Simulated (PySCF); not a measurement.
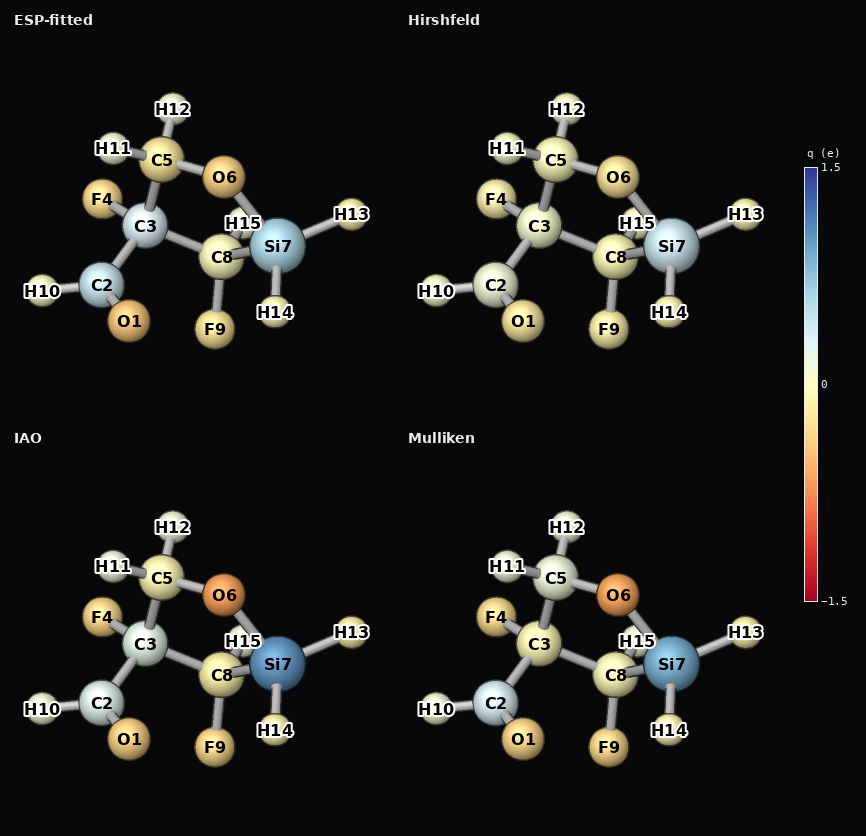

Atomic charges of one calculation by 4 schemes, on one colour scale. The computed structure is the end point of a GFN2-xTB optimisation. No frequency run is at hand to confirm it as a minimum. Level of theory: PBE0/pcSseg-1 (PySCF 2.14.0).

On which atom do the schemes disagree most?

On Si7 (from 0.41 to 1.00 e).

List the charges (e), one line for each set of equivalent atoms.

```tsv
atom	ESP-fitted	Hirshfeld	IAO	Mulliken
O1	−0.42	−0.18	−0.36	−0.34
C2	0.41	0.13	0.26	0.31
C3	0.30	0.07	0.22	−0.05
F4	−0.28	−0.10	−0.32	−0.31
C5	−0.21	0.00	−0.06	0.16
O6	−0.36	−0.23	−0.64	−0.62
Si7	0.56	0.41	1.00	0.85
C8	−0.01	−0.04	−0.12	−0.01
F9	−0.23	−0.12	−0.32	−0.33
H10	0.03	0.05	0.12	0.11
H11	0.14	0.05	0.15	0.13
H12	0.14	0.05	0.15	0.13
H13	−0.12	−0.08	−0.14	−0.11
H14	−0.06	−0.06	−0.11	−0.07
H15	0.11	0.05	0.16	0.14
```

The geometry is semi-empirical. Around Si such bond lengths and angles can be off by a tenth of an ångström or more and by several degrees, and values that hang on the shape move with them.
